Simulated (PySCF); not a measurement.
System: C₂H₄ClN₃Si, SMILES [SiH3]c1nc(Cl)n[nH]1.

Simulated rotational absorption lines between 18 and 26 GHz at 5 K: rigid rotor with the equilibrium constants and dipole of one optimised conformer (PBE0-D3(BJ)/def2-SVP, PySCF 2.14.0), commonest isotopes; no centrifugal distortion, hyperfine structure, internal rotation or nuclear-spin weights; lines within 1 MHz of each other are summed. Lines of different type are drawn apart.

What are the rotational constants, and what kind of rotor is it?

Answer. Rotational constants A, B, C = 5.968, 0.9157, 0.8015 GHz; Ray's κ = −0.96, a near-prolate asymmetric top.

Which dipole components drive the lines?

Answer.
|μa|, |μb|, |μc| = 3.47, 1.74, 0.00 D; a-type lines carry 84 % of the intensity in this range.

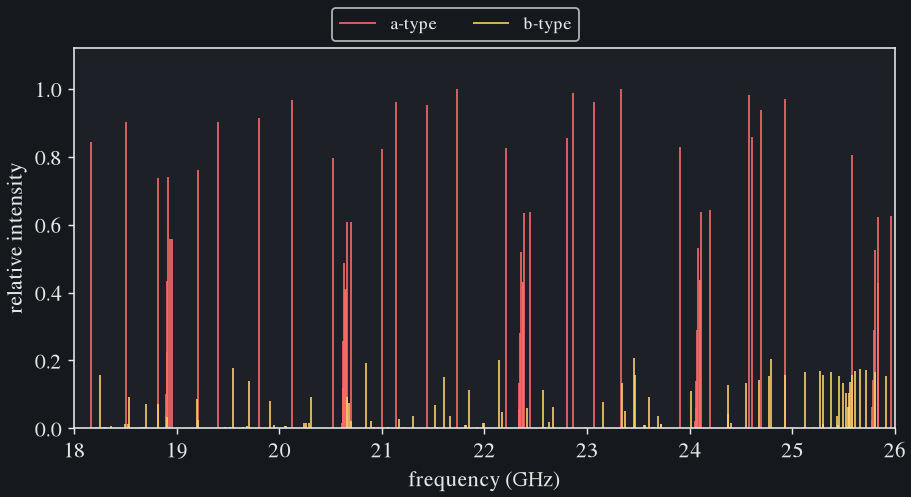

Caveats: coarse grid, loose stop and no frequency check, small forces are noise and the end may be a saddle.
